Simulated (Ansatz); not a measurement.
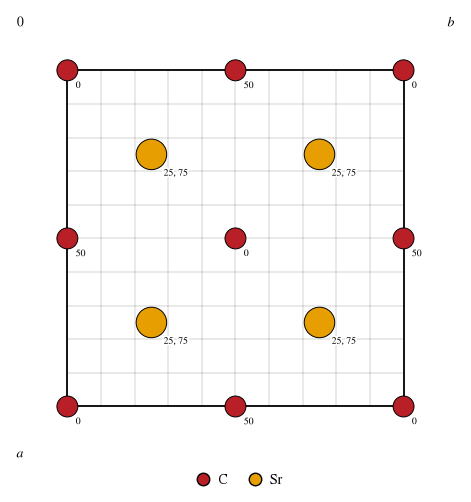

Plan of a unit cell projected along c (a down the page, b across); the numbers are heights in hundredths of c, and atoms on the cell's edges are repeated. The grid marks tenths of a and b. Source: the geometry relaxed (final pressure about 1.2 GPa) with DFT PBE, scalar-relativistic, plane waves, PAW (Ansatz 0.2.0); the starting structure was generated, so it need not be a known form of this composition. Geometry calculated from the standardised cell; symmetry tolerance 0.002 Å.

a = 6.675 Å, b = 6.675 Å, c = 6.675 Å, α = 90.00°, β = 90.00°, γ = 90.00°.

What does the cell contain?

Answer. 4 C, 8 Sr: Sr2C, Z = 4.

Give the fractional coordinates of all atoms, to two places.

Answer.
| atom | x | y | z |
| --- | --- | --- | --- |
| C | 0.00 | 0.00 | 0.00 |
| Sr | 0.25 | 0.75 | 0.75 |
| Sr | 0.25 | 0.25 | 0.75 |
| C | 0.00 | 0.50 | 0.50 |
| Sr | 0.25 | 0.25 | 0.25 |
| Sr | 0.25 | 0.75 | 0.25 |
| C | 0.50 | 0.00 | 0.50 |
| Sr | 0.75 | 0.75 | 0.25 |
| Sr | 0.75 | 0.25 | 0.25 |
| C | 0.50 | 0.50 | 0.00 |
| Sr | 0.75 | 0.25 | 0.75 |
| Sr | 0.75 | 0.75 | 0.75 |
